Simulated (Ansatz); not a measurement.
One crystal and one scan (scan of one atom of the cell) at two levels, PBE (plane waves to 420 eV, PAW, scalar-relativistic; Ansatz, a quantum-chemistry and plane-wave program) and r2SCAN (plane waves to 500 eV, PAW, scalar-relativistic; Ansatz), each from its own relaxed cell and on its own mesh. The cell shown is that of PBE.

Starting cell, Tl (hcp, Mg type):

```xyz
4
Lattice="7.2150 0.0000 0.0000 -1.8037 3.1242 0.0000 0.0000 0.0000 5.5767" Properties=species:S:1:pos:R:3 pbc="T T T"
Tl     0.0000     2.0828     4.1826
Tl     3.6075     2.0828     4.1826
Tl     1.8037     1.0414     1.3942
Tl     5.4112     1.0414     1.3942
```

In each cell atom 1 (Tl, nearest neighbour Tl at 3.480 Å; its periodic images, 3.6 Å or more away, move with it) moves by s·(0.707, 0.707, 0.000) (along Cartesian [110]), the rest being held.

The energy includes the smearing's −TS. Spin-orbit coupling is left out, though Tl is heavy. The PAW data are Ansatz's earlier set. Tl was relaxed with its symmetry unable to fall. With partly filled bands, energies and forces of such displacements shift with the k mesh and the smearing. Percentages come from the unrounded values. Both scans cover s from -0.350 to 0.350 Å.

```csv
quantity,PBE,r2SCAN,PBE − r2SCAN
Lattice constant a (Å),3.607,3.521,+0.086 (+2.5 %)
Lattice constant c (Å),5.577,5.603,-0.026 (-0.5 %)
Relaxed volume (Å³/atom),31.43,30.07,+1.36 (+4.5 %)
Energy at s = 0.350 Å (meV/cell),88,104,-16 (-15 %)
Force along the line at s = -0.350 Å (eV/Å),0.606,0.688,-0.082 (-12 %)
Force constant k = d²E/ds² at s = 0 (finite differences) (eV/Å²),1.48,1.68,-0.20 (-12 %)
```

PBE gives the higher value for: lattice constant a; relaxed volume. PBE gives the lower value for: lattice constant c; energy at s = 0.350 Å; force along the line at s = -0.350 Å; force constant k = d²E/ds² at s = 0. Both give the same symmetry of the curve: not even: the negative side lies higher at ±0.350 Å. Neither level is exact: the differences show how much the result hangs on the functional.

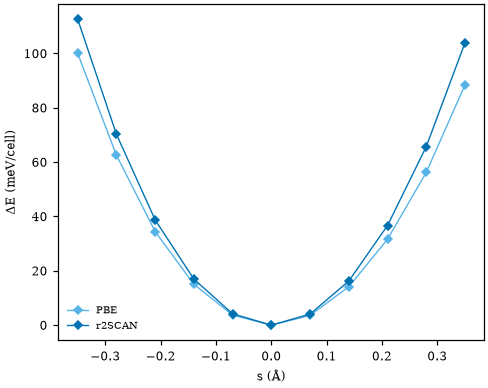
Figure: ΔE, each from the undisplaced structure of its own level.

(For displaced atoms, the force is minus the slope of the energy, and its curvature is a force constant, which sets phonon frequencies.)
